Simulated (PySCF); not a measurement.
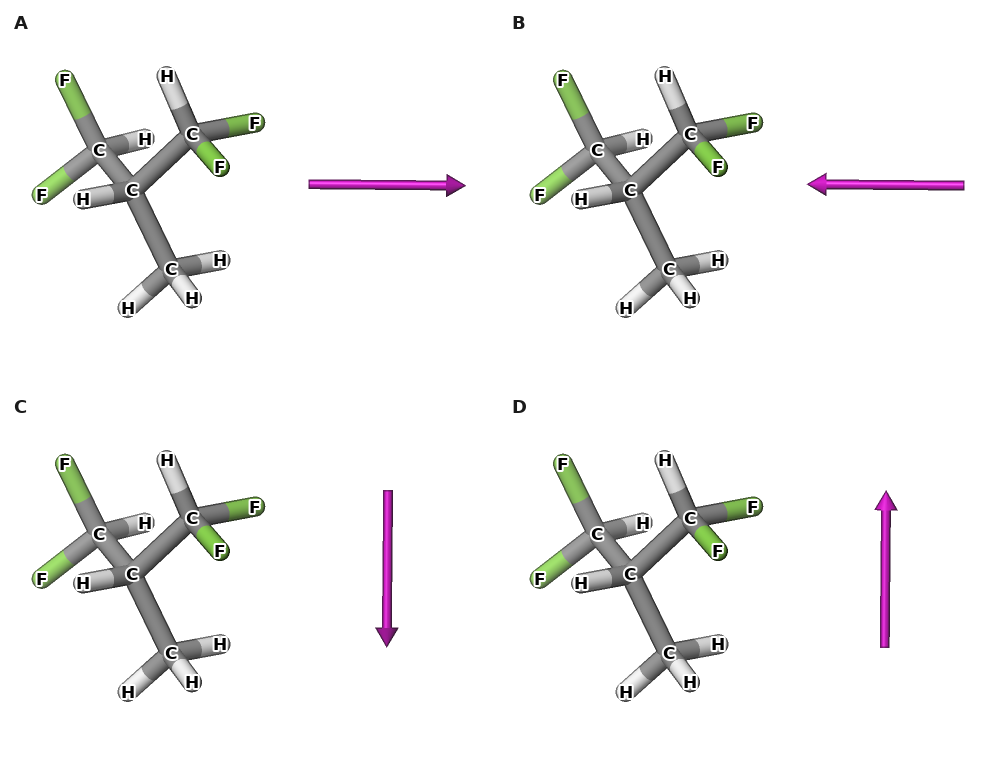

The same molecule four times, each with an arrow. Computed geometry: GFN2-xTB optimisation. No frequency run is at hand to confirm it as a minimum. Properties computed with PBE0/pcSseg-1, gas phase (PySCF 2.14.0).

**Which arrow points along the dipole moment, from the negative to the positive end?**

C. The dipole moment is 0.62 D.
